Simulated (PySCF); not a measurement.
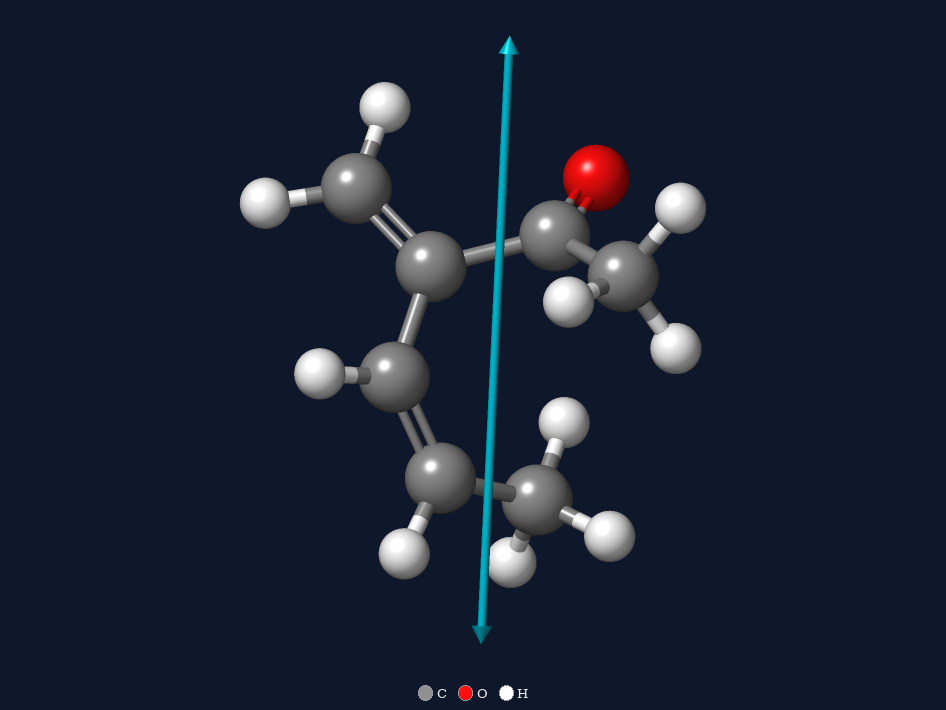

The double arrow shows the direction of the transition dipole to excited singlet state 4 (its length means nothing). The geometry was computed by an optimisation with GFN2-xTB. No frequency run is at hand to confirm it as a minimum. Level of theory: TDDFT PBE0/def2-SVPD, vertical, gas phase, core orbitals frozen in the response (PySCF 2.14.0).

Where does the transition lie, and how strong is it?

6.05 eV (205 nm), oscillator strength 0.21, mainly HOMO → LUMO+1 (weight 0.76); transition dipole 3.00 D.
